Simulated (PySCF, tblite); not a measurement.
# C₅H₇O₂S radical: geometry, infrared bands and EPR parameters

Wanted: the infrared bands and EPR parameters of C₅H₇O₂S radical (`CO[C@@H]1S[CH]CC1=O`), by calculation.

The runs use tblite 0.8.0 and PySCF 2.14.0, with density-fitted response routines of our own; the level of theory stands in each step. All values are computed, except where a source is named. Atoms are numbered from 0 throughout.

## (1) Starting geometry

15 atoms, charge 0, multiplicity 2; geometry from: force field or distance geometry start.

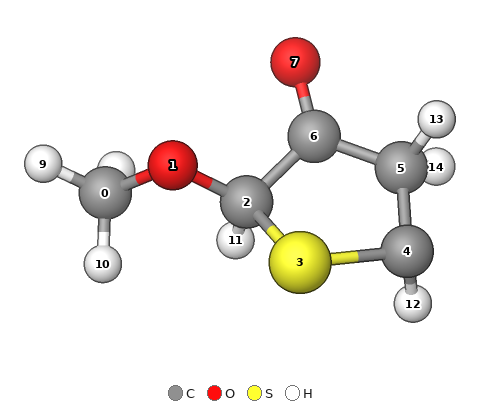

As it starts; carbon grey, oxygen red, sulfur yellow, hydrogen white, atoms numbered.

## (2) Geometry optimisation with GFN2-xTB

Job settings and geometry (Å):

```
{"job": {"kind": "relax", "xc": "GFN2-xTB", "basis": "xTB"}, "charge": 0, "multiplicity": 2}
C      2.526400     0.081800    -0.414400
O      1.327100     0.182400    -1.160900
C      0.325800    -0.196000    -0.268700
S     -0.630500    -1.540600    -1.044200
C     -2.167400    -1.168200    -0.133100
C     -2.072400     0.287600     0.067600
C     -0.746300     0.834100    -0.165800
O     -0.490800     2.045700    -0.260300
H      2.497400     0.759000     0.467700
H      3.390100     0.422300    -1.030700
H      2.642800    -0.974300    -0.103200
H      0.682200    -0.453400     0.726800
H     -2.069800    -1.676100     0.872400
H     -2.768700     0.777700    -0.665100
H     -2.450300     0.626100     1.078600
```

The run is started by

```
OMP_NUM_THREADS=1 python probes_run.py task.json out
```

The driver reads the jobs from task.json and runs them one after another.

**Question.** This job is followed by: GFN2-xTB harmonic vibrations, gas phase; UKS B3LYP, pcH-1 on C H O S, non-relativistic, mean-field spin-orbit, GIAO. What will the session give for the following? strongest single infrared mode (GFN2-xTB); zero-point energy (GFN2-xTB); g(iso) (B3LYP); ⟨S²⟩; largest a(iso) (averaged by class); surface potential, least and greatest.

As calculated:

| quantity | value |
| --- | --- |
| strongest single infrared mode (GFN2-xTB) | 1783 cm⁻¹, 567 km/mol |
| zero-point energy (GFN2-xTB) | 68.1 kcal/mol |
| g(iso) (B3LYP) | 2.00449 |
| ⟨S²⟩ | 0.754 (exact 0.75) |
| largest a(iso) (averaged by class) | 13C on C4, 102.4 MHz |
| surface potential, least and greatest | -1.47 V and 1.06 V |

Over 141 steps the energy fell by 1.370 eV; of the close pairs, S3–C4 changed most, 1.825 to 1.714 Å. No mode is imaginary among the 39: a minimum at this level. The strongest single mode, at 1783 cm⁻¹, moves mainly C6 and O7. GFN2-xTB is a fitted tight-binding method: band positions and strengths are rough. Its intensities can rank the bands wrongly. C4 carries the largest spin population, 0.85 e. The isotropic g lies 2.2 ppt above the free-electron value.
